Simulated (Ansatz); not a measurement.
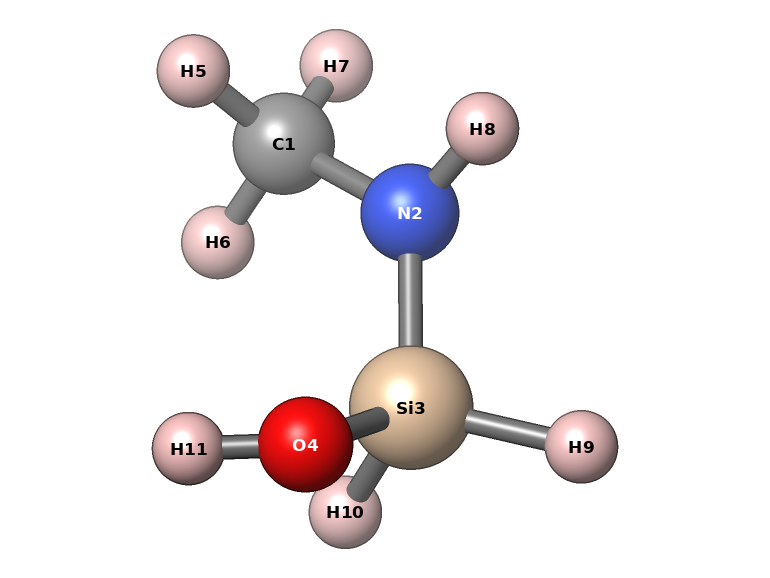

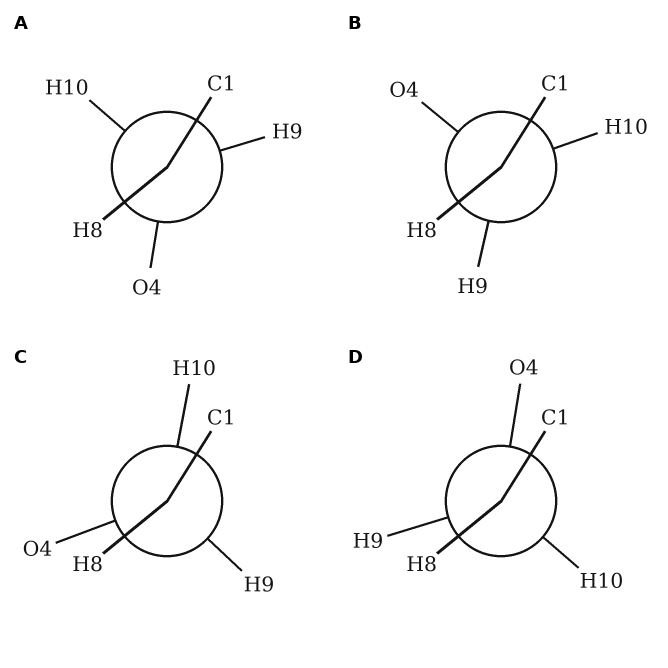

Distant atoms are faded towards the background colour. Bonds that would overlap in a projection are set slightly apart. The geometry was computed by an optimisation with PBE0-D4/def2-TZVP.

Q: Which Newman projection shows the view along N2–Si3, with N2 in front?

A: B. The torsion angle C1–N2–Si3–O4 is −83°, about perpendicular.
